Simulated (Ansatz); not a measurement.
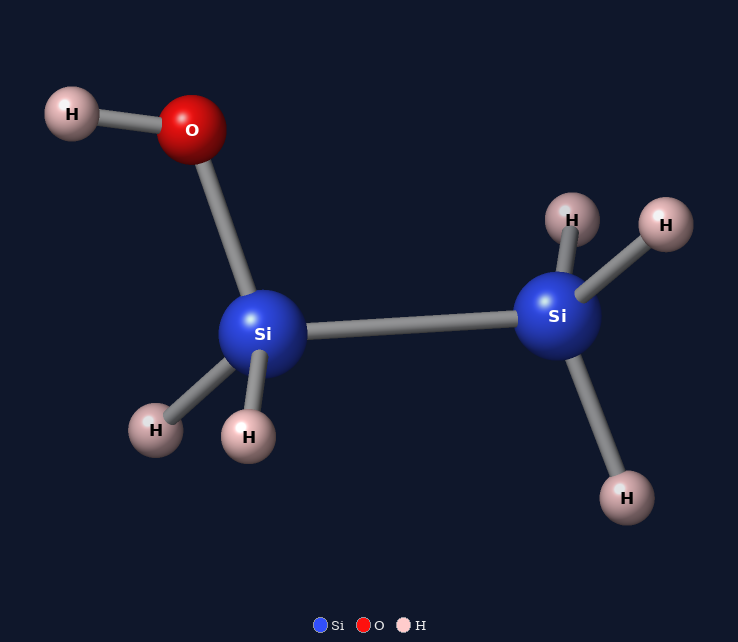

A ball-and-stick model of a molecule.

Describe the molecule.

The molecule is H6OSi2. The point group is Cs. Coordination: 2 Si tetrahedral; 1 O bent.

More results for the same structure follow; atom numbers are the same in all pictures, views and colours differ. The geometry was computed by an optimisation with PBE0-D4/def2-TZVP.

Geometry

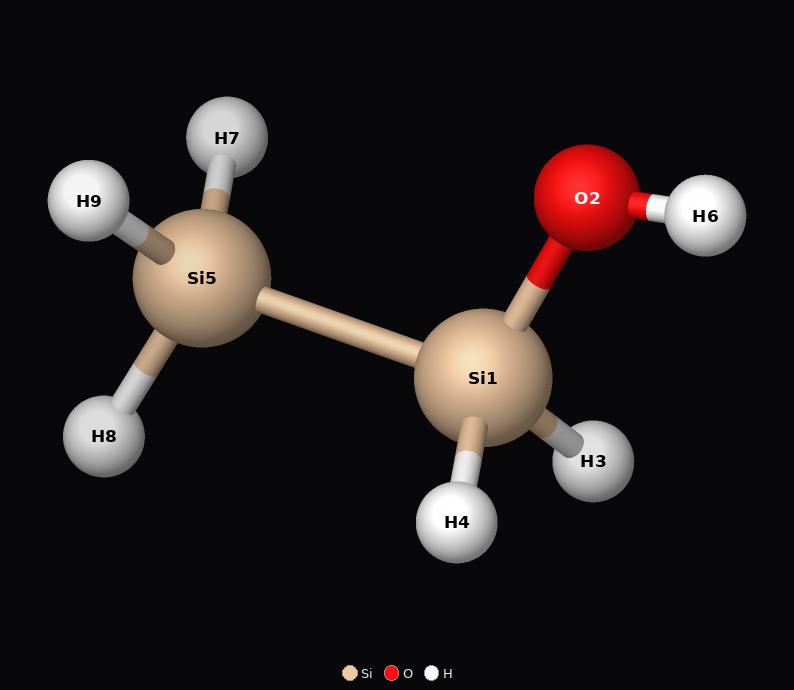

The atoms are numbered.

Estimate the angles O2–Si1–H3, O2–Si1–Si5, H3–Si1–Si5, Si1–O2–H6, Si1–Si5–H8, Si1–Si5–H7.

```tsv
angle	degrees
O2–Si1–H3	111.2
O2–Si1–Si5	107.0
H3–Si1–Si5	110.5
Si1–O2–H6	117.6
Si1–Si5–H8	108.8
Si1–Si5–H7	110.8
```

Charges

The questions are on Mulliken charges. Properties computed with RKS PBE0-D4/def2-TZVP (Ansatz 0.2.0).

Give the Mulliken charges atom by atom.

| atom | value (e) |
| --- | --- |
| Si1 | 0.31 |
| O2 | −0.52 |
| H3 | −0.04 |
| H4 | −0.04 |
| Si5 | 0.02 |
| H6 | 0.32 |
| H7 | −0.01 |
| H8 | −0.01 |
| H9 | −0.01 |

Vibrations

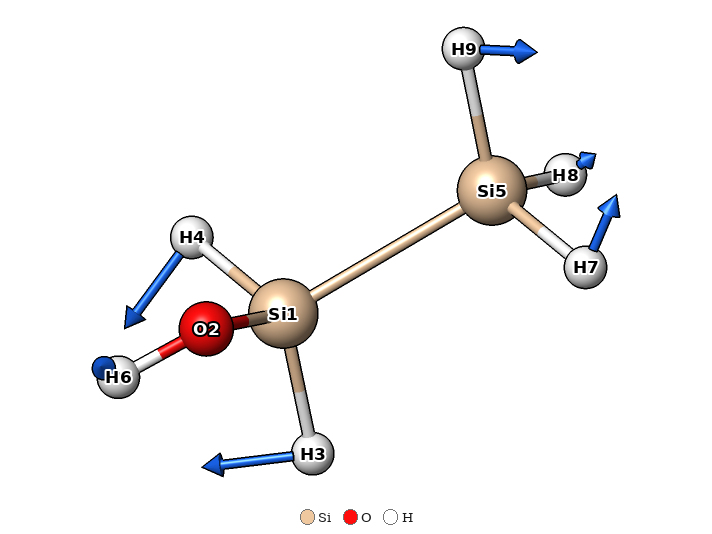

The arrows show one normal mode. Harmonic vibrations computed with RKS PBE0-D4/def2-TZVP (Ansatz 0.2.0) at a stationary point of the same level.

Describe the motion.

Answer. Mostly angle bending.

Estimate its harmonic wavenumber.

Answer. 955 cm⁻¹; it is mode 14 of 21 counted from the lowest.

Electronic properties

Level of theory: RKS PBE0-D4/def2-TZVPP (Ansatz 0.2.0).

Predict the main results.

- HOMO energy (Kohn–Sham orbital): −8.15 eV
- LUMO energy (Kohn–Sham orbital): −0.40 eV
- HOMO–LUMO gap: 7.75 eV
- dispersion correction: −13.1 kJ/mol

Dipole moment

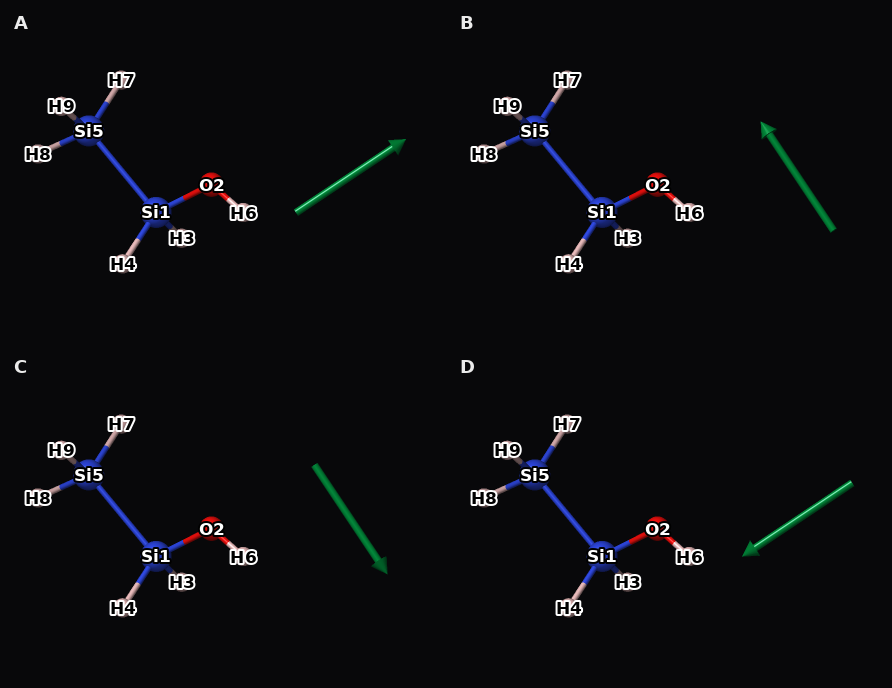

The same molecule four times, each with an arrow. Method: RKS PBE0-D4/def2-TZVP (Ansatz 0.2.0).

Which arrow points along the dipole moment, from the negative to the positive end?

Answer. C. The dipole moment is 1.34 D; it points from the side of H7, H9 to the side of H6 (the outermost atoms at the two ends).

Mulliken values depend strongly on the basis set and can even reverse the polarity of a bond.
